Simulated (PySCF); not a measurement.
# C₂H₅FSSi₂: NMR shifts at several levels of theory, part 2 of 2

PySCF 2.14.0. Atoms count from 0.

## (8) Nuclear shieldings: KT2/pcSseg-1

What the job is given:

```
{"job": {"kind": "nmr", "xc": "KT2", "basis": "pcSseg-1", "pop": false}, "charge": 0, "multiplicity": 1}
C     -1.899815     1.462841    -0.075818
C     -1.517281     0.307784    -0.071845
Si    -0.881946    -1.401245    -0.090722
F     -0.946434    -1.950253     1.432540
S      1.107601    -1.433244    -0.826824
Si     1.876163     0.405299     0.019317
H     -2.243199     2.482809    -0.081122
H     -1.702252    -2.302494    -0.929255
H      1.446407     0.551729     1.438364
H      3.357188     0.266955    -0.062890
H      1.432785     1.583828    -0.776774
```

Level: GIAO KT2/pcSseg-1 NMR shielding, non-relativistic, gas phase.

The log of the run:

```text
coarse grid: 11232 points
cycle   1  E = -1166.8765615061  dE =  4.548e-01  |g| = 7.858e-01  |ddm| = 3.225e+00
cycle   2  E = -1166.5341556144  dE =  3.424e-01  |g| = 1.613e+00  |ddm| = 2.207e+00
cycle   3  E = -1166.9797119841  dE = -4.456e-01  |g| = 2.300e-01  |ddm| = 1.699e+00
cycle   4  E = -1166.9904273624  dE = -1.072e-02  |g| = 9.558e-02  |ddm| = 3.175e-01
cycle   5  E = -1166.9910965947  dE = -6.692e-04  |g| = 8.458e-02  |ddm| = 1.252e-01
cycle   6  E = -1166.9929646212  dE = -1.868e-03  |g| = 1.087e-02  |ddm| = 6.306e-02
cycle   7  E = -1166.9929912194  dE = -2.660e-05  |g| = 4.671e-03  |ddm| = 1.643e-02
cycle   8  E = -1166.9929976605  dE = -6.441e-06  |g| = 1.043e-03  |ddm| = 6.925e-03
final grid: 96480 points
cycle   9  E = -1167.1116681916  dE = -1.518e-04  |g| = 2.829e-02  |ddm| = 6.043e-02
cycle  10  E = -1167.1113980981  dE =  2.701e-04  |g| = 4.775e-02  |ddm| = 6.029e-02
cycle  11  E = -1167.1117760750  dE = -3.780e-04  |g| = 6.234e-03  |ddm| = 4.400e-02
cycle  12  E = -1167.1117807694  dE = -4.694e-06  |g| = 1.786e-03  |ddm| = 5.770e-03
cycle  13  E = -1167.1117815705  dE = -8.012e-07  |g| = 7.058e-04  |ddm| = 2.245e-03
cycle  14  E = -1167.1117817036  dE = -1.330e-07  |g| = 1.655e-04  |ddm| = 6.083e-04
cycle  15  E = -1167.1117817100  dE = -6.418e-09  |g| = 4.814e-05  |ddm| = 1.942e-04
cycle  16  E = -1167.1117817107  dE = -6.953e-10  |g| = 9.243e-06  |ddm| = 7.649e-05
converged SCF energy = -1167.1117817107

GIAO shielding tensors (ppm)
atom      isotropic    diamagn.    paramagn.     s11        s22        s33       span
  0 C       85.442     260.169    -174.727      8.714     19.250    228.361    219.646
  1 C      107.528     260.035    -152.507     13.743     23.728    285.113    271.370
  2 Si     378.663     881.819    -503.156    311.915    399.282    424.793    112.878
  3 F      314.615     469.406    -154.791    257.601    330.196    356.049     98.449
  4 S      723.881    1061.963    -338.082    550.787    773.878    846.978    296.192
  5 Si     414.860     882.265    -467.404    374.060    407.113    463.408     89.347
  6 H       28.153      32.709      -4.556     23.317     23.986     37.156     13.840
  7 H       25.598      26.443      -0.845     22.150     22.836     31.806      9.656
  8 H       26.290      29.837      -3.547     22.651     24.906     31.312      8.661
  9 H       26.440      28.176      -1.737     22.707     24.219     32.393      9.686
 10 H       26.388      30.075      -3.688     22.869     24.800     31.493      8.624
```

Run time: 17 s. Hardware: 1 thread of Arm Neoverse V2, shared host; peak memory 0.92 GiB.

This run: δ C0 97.8, C1 75.7, Si2 -17.6, Si5 -53.8, H7 5.58, H8 4.81 ppm (means over like atoms).

## (9) Shielding tensors: KT3/pcSseg-1

Settings changed since step 8:

```diff
@@ -1,2 +1,2 @@
-{"job": {"kind": "nmr", "xc": "KT2", "basis": "pcSseg-1", "pop": false}, "charge": 0, "multiplicity": 1}
+{"job": {"kind": "nmr", "xc": "KT3", "basis": "pcSseg-1", "pop": false}, "charge": 0, "multiplicity": 1}
 C     -1.899815     1.462841    -0.075818
```

With the program's defaults for keys left out, this is: GIAO KT3/pcSseg-1 NMR shielding, non-relativistic, gas phase.

The log of the run:

```text
coarse grid: 11232 points
cycle   1  E = -1165.9023448042  dE =  4.419e-01  |g| = 8.094e-01  |ddm| = 3.266e+00
cycle   2  E = -1165.5712191702  dE =  3.311e-01  |g| = 1.602e+00  |ddm| = 2.220e+00
cycle   3  E = -1166.0136814054  dE = -4.425e-01  |g| = 2.305e-01  |ddm| = 1.695e+00
cycle   4  E = -1166.0242672410  dE = -1.059e-02  |g| = 9.874e-02  |ddm| = 3.125e-01
cycle   5  E = -1166.0248630943  dE = -5.959e-04  |g| = 8.965e-02  |ddm| = 1.257e-01
cycle   6  E = -1166.0269525534  dE = -2.089e-03  |g| = 1.027e-02  |ddm| = 6.536e-02
cycle   7  E = -1166.0269761304  dE = -2.358e-05  |g| = 4.397e-03  |ddm| = 1.560e-02
cycle   8  E = -1166.0269819058  dE = -5.775e-06  |g| = 1.011e-03  |ddm| = 6.752e-03
final grid: 96480 points
cycle   9  E = -1166.1321310120  dE = -1.426e-04  |g| = 2.968e-02  |ddm| = 5.821e-02
cycle  10  E = -1166.1318404760  dE =  2.905e-04  |g| = 5.046e-02  |ddm| = 5.863e-02
cycle  11  E = -1166.1322408360  dE = -4.004e-04  |g| = 5.680e-03  |ddm| = 4.312e-02
cycle  12  E = -1166.1322441335  dE = -3.297e-06  |g| = 2.193e-03  |ddm| = 5.115e-03
cycle  13  E = -1166.1322454049  dE = -1.271e-06  |g| = 6.652e-04  |ddm| = 1.923e-03
cycle  14  E = -1166.1322455196  dE = -1.147e-07  |g| = 8.952e-05  |ddm| = 5.949e-04
cycle  15  E = -1166.1322455215  dE = -1.906e-09  |g| = 1.864e-05  |ddm| = 1.071e-04
cycle  16  E = -1166.1322455216  dE = -9.368e-11  |g| = 5.317e-06  |ddm| = 3.096e-05
converged SCF energy = -1166.1322455216

GIAO shielding tensors (ppm)
atom      isotropic    diamagn.    paramagn.     s11        s22        s33       span
  0 C       88.113     258.644    -170.531     11.315     21.322    231.701    220.386
  1 C      108.864     260.877    -152.013     16.180     25.077    285.334    269.154
  2 Si     387.707     881.136    -493.429    324.391    408.402    430.328    105.936
  3 F      322.336     469.334    -146.998    268.976    334.351    363.680     94.703
  4 S      728.519    1062.023    -333.504    570.616    771.087    843.855    273.239
  5 Si     417.329     881.514    -464.185    379.033    410.077    462.878     83.845
  6 H       28.411      33.347      -4.935     23.551     24.215     37.469     13.918
  7 H       25.983      26.628      -0.645     22.572     23.256     32.121      9.549
  8 H       26.619      30.122      -3.504     23.039     25.264     31.554      8.515
  9 H       26.775      28.390      -1.616     23.084     24.558     32.682      9.598
 10 H       26.695      30.309      -3.614     23.225     25.140     31.720      8.495
```

It took 16 s on 1 thread of Arm Neoverse V2, shared host; peak memory 0.92 GiB.

This run: δ C0 94.2, C1 73.4, Si2 -22.2, Si5 -51.8, H7 5.34, H8 4.62 ppm (means over like atoms).

## (10) Nuclear shieldings: B97-D/pcSseg-1

Settings changed since step 9:

```diff
@@ -1,2 +1,2 @@
-{"job": {"kind": "nmr", "xc": "KT3", "basis": "pcSseg-1", "pop": false}, "charge": 0, "multiplicity": 1}
+{"job": {"kind": "nmr", "xc": "B97-D", "basis": "pcSseg-1", "pop": false}, "charge": 0, "multiplicity": 1}
 C     -1.899815     1.462841    -0.075818
```

Level: GIAO B97-D/pcSseg-1 NMR shielding, non-relativistic, gas phase.

The log of the run:

```text
coarse grid: 11232 points
cycle   1  E = -1155.9810021491  dE =  4.152e-01  |g| = 7.604e-01  |ddm| = 3.279e+00
cycle   2  E = -1155.7240150231  dE =  2.570e-01  |g| = 1.457e+00  |ddm| = 1.949e+00
cycle   3  E = -1156.0849414403  dE = -3.609e-01  |g| = 2.151e-01  |ddm| = 1.407e+00
cycle   4  E = -1156.0941403368  dE = -9.199e-03  |g| = 8.084e-02  |ddm| = 2.612e-01
cycle   5  E = -1156.0942780060  dE = -1.377e-04  |g| = 8.017e-02  |ddm| = 1.045e-01
cycle   6  E = -1156.0959157243  dE = -1.638e-03  |g| = 7.802e-03  |ddm| = 5.542e-02
cycle   7  E = -1156.0959302135  dE = -1.449e-05  |g| = 3.803e-03  |ddm| = 1.378e-02
cycle   8  E = -1156.0959346249  dE = -4.411e-06  |g| = 7.211e-04  |ddm| = 5.666e-03
final grid: 96480 points
cycle   9  E = -1156.1218553973  dE = -2.499e-05  |g| = 2.371e-02  |ddm| = 3.684e-02
cycle  10  E = -1156.1216458560  dE =  2.095e-04  |g| = 4.299e-02  |ddm| = 4.776e-02
cycle  11  E = -1156.1219310250  dE = -2.852e-04  |g| = 3.962e-03  |ddm| = 3.411e-02
cycle  12  E = -1156.1219302711  dE =  7.539e-07  |g| = 3.711e-03  |ddm| = 4.893e-03
cycle  13  E = -1156.1219340015  dE = -3.730e-06  |g| = 5.370e-04  |ddm| = 2.683e-03
cycle  14  E = -1156.1219340834  dE = -8.194e-08  |g| = 7.486e-05  |ddm| = 6.803e-04
cycle  15  E = -1156.1219340847  dE = -1.282e-09  |g| = 2.657e-05  |ddm| = 1.242e-04
cycle  16  E = -1156.1219340849  dE = -1.955e-10  |g| = 4.371e-06  |ddm| = 3.559e-05
converged SCF energy = -1156.1219340849

GIAO shielding tensors (ppm)
atom      isotropic    diamagn.    paramagn.     s11        s22        s33       span
  0 C       80.560     259.962    -179.402      0.245     10.137    231.297    231.052
  1 C      101.310     260.092    -158.781      5.055     13.659    285.217    280.161
  2 Si     368.962     879.591    -510.629    305.844    390.593    410.449    104.605
  3 F      325.600     468.909    -143.309    273.779    338.072    364.949     91.170
  4 S      715.427    1061.194    -345.767    552.975    758.124    835.183    282.208
  5 Si     397.284     880.327    -483.043    358.493    389.304    444.057     85.564
  6 H       28.691      32.827      -4.136     23.952     24.586     37.534     13.581
  7 H       26.052      26.974      -0.922     22.648     23.346     32.161      9.513
  8 H       26.649      30.207      -3.558     23.097     25.297     31.553      8.456
  9 H       26.806      28.405      -1.599     23.130     24.615     32.672      9.542
 10 H       26.713      30.376      -3.663     23.278     25.169     31.694      8.416
```

Run time: 17 s. Hardware: 1 thread of Arm Neoverse V2, shared host; peak memory 0.92 GiB.

In short: δ C0 98.6, C1 77.9, Si2 -21.7, Si5 -50.1, H7 5.36, H8 4.69 ppm (means over like atoms).

## (11) NMR shieldings: B3LYP/pcSseg-1

Settings changed since step 10:

```diff
@@ -1,2 +1,2 @@
-{"job": {"kind": "nmr", "xc": "B97-D", "basis": "pcSseg-1", "pop": false}, "charge": 0, "multiplicity": 1}
+{"job": {"kind": "nmr", "xc": "B3LYP", "basis": "pcSseg-1", "pop": false}, "charge": 0, "multiplicity": 1}
 C     -1.899815     1.462841    -0.075818
```

With the program's defaults for keys left out, this is: GIAO B3LYP/pcSseg-1 NMR shielding, non-relativistic, gas phase.

The log of the run:

```text
coarse grid: 11232 points
cycle   1  E = -1156.1740197189  dE =  4.132e-01  |g| = 6.734e-01  |ddm| = 3.219e+00
cycle   2  E = -1156.0842234364  dE =  8.980e-02  |g| = 1.033e+00  |ddm| = 1.428e+00
cycle   3  E = -1156.2594656414  dE = -1.752e-01  |g| = 1.229e-01  |ddm| = 8.618e-01
cycle   4  E = -1156.2623866921  dE = -2.921e-03  |g| = 3.481e-02  |ddm| = 1.354e-01
cycle   5  E = -1156.2625017345  dE = -1.150e-04  |g| = 2.712e-02  |ddm| = 4.337e-02
cycle   6  E = -1156.2626842977  dE = -1.826e-04  |g| = 3.866e-03  |ddm| = 1.903e-02
cycle   7  E = -1156.2626874961  dE = -3.198e-06  |g| = 1.210e-03  |ddm| = 4.687e-03
final grid: 96480 points
cycle   8  E = -1156.3031188154  dE = -1.040e-05  |g| = 2.896e-03  |ddm| = 1.609e-02
cycle   9  E = -1156.3031172101  dE =  1.605e-06  |g| = 4.256e-03  |ddm| = 6.445e-03
cycle  10  E = -1156.3031204286  dE = -3.219e-06  |g| = 7.570e-04  |ddm| = 3.527e-03
cycle  11  E = -1156.3031205229  dE = -9.426e-08  |g| = 3.498e-04  |ddm| = 7.068e-04
cycle  12  E = -1156.3031205537  dE = -3.087e-08  |g| = 7.116e-05  |ddm| = 2.719e-04
cycle  13  E = -1156.3031205548  dE = -1.035e-09  |g| = 1.613e-05  |ddm| = 6.978e-05
cycle  14  E = -1156.3031205548  dE = -5.775e-11  |g| = 3.459e-06  |ddm| = 2.071e-05
converged SCF energy = -1156.3031205548

GIAO shielding tensors (ppm)
atom      isotropic    diamagn.    paramagn.     s11        s22        s33       span
  0 C       73.862     261.131    -187.269     -9.985     -0.083    231.655    241.641
  1 C       96.687     260.606    -163.919     -4.323      4.642    289.744    294.067
  2 Si     357.620     878.179    -520.558    294.106    380.740    398.015    103.908
  3 F      329.951     469.224    -139.274    278.008    340.537    371.307     93.299
  4 S      721.892    1060.489    -338.597    558.440    765.023    842.212    283.773
  5 Si     389.802     879.454    -489.651    351.488    382.071    435.847     84.360
  6 H       28.676      32.340      -3.664     23.912     24.526     37.590     13.678
  7 H       26.105      26.932      -0.827     22.669     23.364     32.284      9.615
  8 H       26.662      30.064      -3.402     23.063     25.325     31.600      8.537
  9 H       26.791      28.304      -1.514     23.044     24.563     32.765      9.721
 10 H       26.734      30.283      -3.549     23.251     25.194     31.758      8.507
```

Wall time 15 s (1 thread of Arm Neoverse V2, shared host); peak memory 0.87 GiB.

Key values: δ C0 105.4, C1 82.5, Si2 -19.8, Si5 -51.9, H7 5.28, H8 4.65 ppm (means over like atoms).

## (12) Side by side: NMR shifts

Shifts (ppm) of some atoms, chosen among heavy atoms and hydrogens apart, means over like atoms, with basis size and wall time:

```
           run     C0    C1    H7    H8    Si2      F3    S4  functions  time
   HF/pcSseg-1  114.0  80.6  4.79  4.38  -23.1  -122.5  -298        148   7 s
  LDA/pcSseg-1  111.6  89.7  5.89  5.07   -9.9  -172.3  -217        148  13 s
  PBE/pcSseg-1  104.3  82.9  5.61  4.86  -17.3  -171.3  -220        148  16 s
 BLYP/pcSseg-1  101.5  81.5  5.45  4.74  -21.6  -170.0  -211        148  16 s
 BP86/pcSseg-1  104.2  82.5  5.59  4.85  -17.5  -172.4  -218        148  16 s
 OPBE/pcSseg-1  100.6  79.1  5.53  4.80  -18.0  -170.7  -232        148  16 s
  KT2/pcSseg-1   97.8  75.7  5.58  4.81  -17.6  -176.0  -205        148  17 s
  KT3/pcSseg-1   94.2  73.4  5.34  4.62  -22.2  -172.9  -212        148  16 s
B97-D/pcSseg-1   98.6  77.9  5.36  4.69  -21.7  -170.8  -218        148  17 s
B3LYP/pcSseg-1  105.4  82.5  5.28  4.65  -19.8  -158.0  -236        148  15 s
```

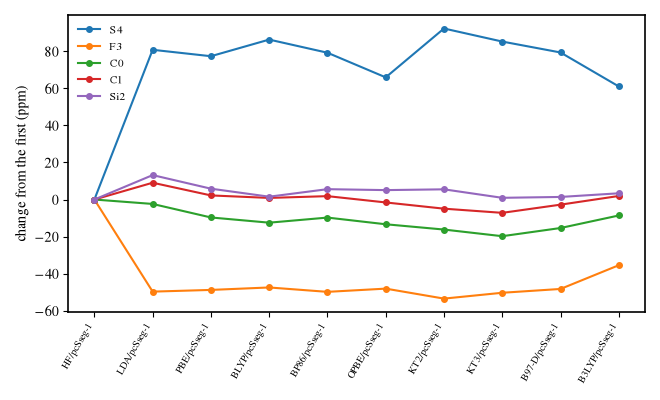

How five of the tabulated atoms move from run to run.

## (13) Outcome

This closing draws on all 2 parts.

| quantity | value |
| --- | --- |
| 13C shifts against TMS (HF/pcSseg-1) | 114.0, 80.6 ppm |
| 1H shifts against TMS (HF/pcSseg-1, means over atoms taken as alike) | 4.79, 4.38, 3.23 ppm |
| 29Si shifts against TMS (HF/pcSseg-1) | -23.1, -48.9 ppm |
| 19F shifts against CFCl3 (HF/pcSseg-1) | -122.5 ppm |
| 33S shifts against CS2 (HF/pcSseg-1) | -298 ppm |
| range of the shift of S4 | -298 to -205 ppm |

What this shows: Single values in the summary come from the first sound run of each kind (HF/pcSseg-1), which need not be the best level. At HF/pcSseg-1: The largest span, 293 ppm, is at C1, where the paramagnetic term is -153 ppm. In ppm, S4 moves most: its shift spreads over 92 ppm, from -298 (HF/pcSseg-1) to -205 (KT2/pcSseg-1).
